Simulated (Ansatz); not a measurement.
**ClF4HW: density, localisation and related maps**

```yaml
atoms:
  - { symbol: W, position_ang: [0.0470, 0.0000, 0.1788] }
  - { symbol: Cl, position_ang: [1.0105, 0.0000, 2.3196] }
  - { symbol: H, position_ang: [1.7273, 0.0000, -0.1525] }
  - { symbol: F, position_ang: [-0.0784, 1.8191, 0.3703] }
  - { symbol: F, position_ang: [-1.7643, 0.0000, -0.3166] }
  - { symbol: F, position_ang: [-0.0784, -1.8191, 0.3703] }
  - { symbol: F, position_ang: [0.2275, 0.0000, -1.6785] }
```

Core potentials replace the inner electrons of W; not at a stationary point (largest force 1.2 eV/Å).

Computed with RKS r2SCANh-D4/def2-SVP (Ansatz 0.2.0).

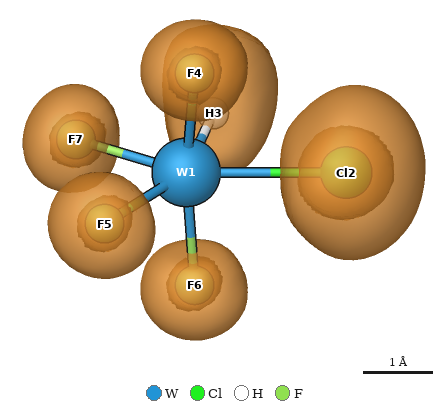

Figure 1. Isosurface of the electron localisation function at 0.75 (orange), seen at an oblique angle. Only the valence region is drawn (cores and ρ < 0.01 e/Å³ removed).

Where are the electrons localised?

At this value the surface marks out one region around a hydrogen nucleus, one region wrapped around Cl (its valence shell) and four regions wrapped around F (the valence shell of each). Along the contacts the grid gives the following. W–F (1.83 Å): the ELF peaks at about 0.85 in the valence shell of F, 0.5 Å from its nucleus, and drops to about 0.20 between the two atoms. W–Cl (2.35 Å): the ELF peaks at about 0.85 in the valence shell of Cl, 0.8 Å from its nucleus, and is about 0.40 at the midpoint.

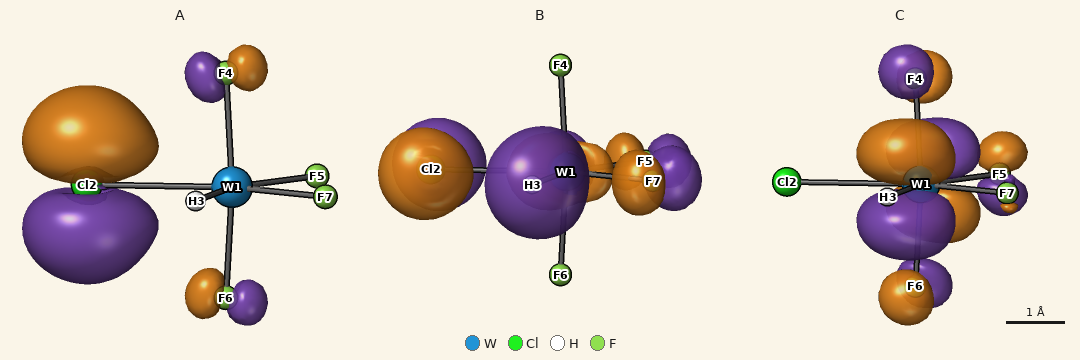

Figure 2. Three frontier orbitals at ±0.15 Å⁻³ᐟ² (orange and purple are the two phases), in no order.

Order the three orbitals by energy and name them.

A is the HOMO−1 (−9.68 eV). It lies mainly on Cl2 (about 85 %); largely a lone pair of Cl2. B is the HOMO (−9.26 eV). By Hirshfeld shares it lies mainly on Cl2 (about 30 %), W1 (about 25 %), H3 (about 25 %), F7 (about 15 %) and F5 (about 10 %). C is the LUMO (−5.19 eV). By Hirshfeld shares it lies mainly on W1 (about 70 %), F4 (about 10 %), F6 (about 10 %) and F5 (about 5 %).

What is the HOMO–LUMO gap?

4.07 eV between the orbital energies.

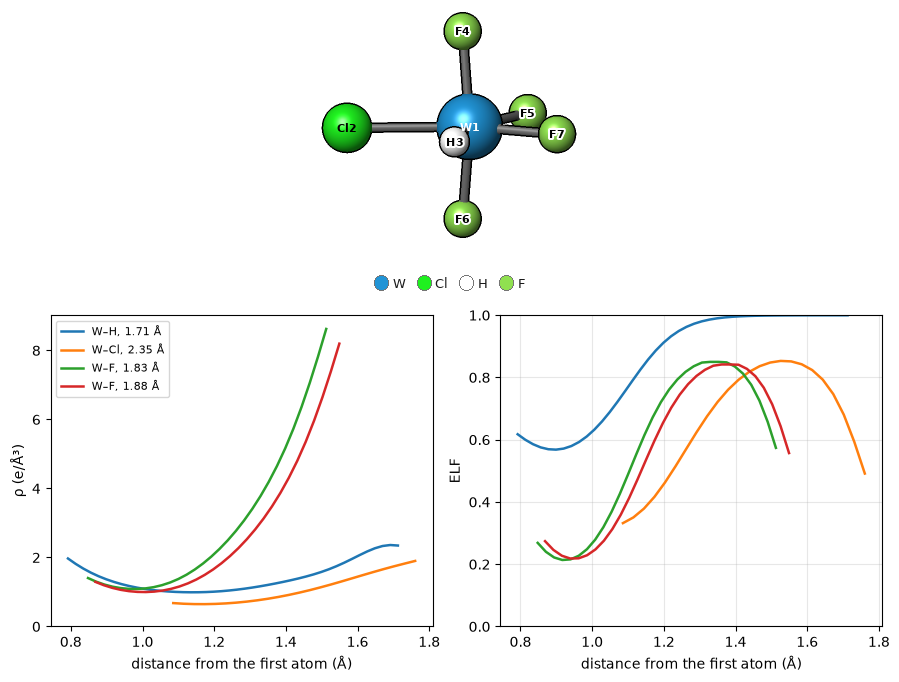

Figure 3. Electron density and ELF along straight lines between neighbouring atoms. The curves leave out the atomic cores. The structure is drawn too.

Compare the contacts.

W–H (1.71 Å): ρ is about 1.6 e/Å³ halfway; the ELF climbs to about 1 towards the hydrogen.
W–Cl (2.35 Å): ρ is about 0.65 e/Å³ halfway; the ELF peaks at about 0.85 in the valence shell of Cl, 0.8 Å from its nucleus, and is about 0.40 at the midpoint.
W–F (1.83 Å): ρ is about 1.2 e/Å³ halfway; the ELF peaks at about 0.85 in the valence shell of F, 0.5 Å from its nucleus, and drops to about 0.20 between the two atoms.
W–F (1.88 Å): ρ at the midpoint is about 1.1 e/Å³; the ELF peaks at about 0.85 in the valence shell of F, 0.5 Å from its nucleus, and drops to about 0.20 between the two atoms.

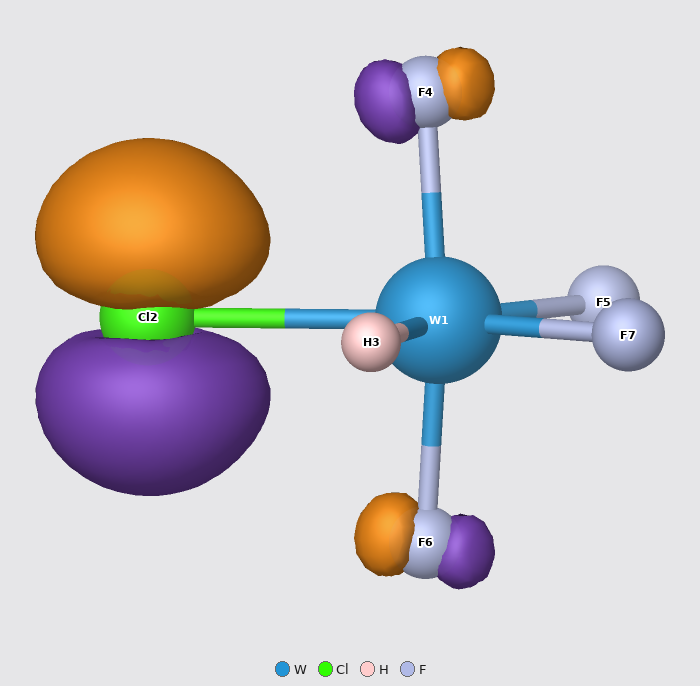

Figure 4. The HOMO−1 at ±0.2 Å⁻³ᐟ² (orange and purple are the two phases), seen across its widest extent.

Where does this orbital lie, and at what energy?

Its weight (Hirshfeld) is mainly on Cl2 (about 85 %); largely a lone pair of Cl2. Its energy is −9.68 eV.
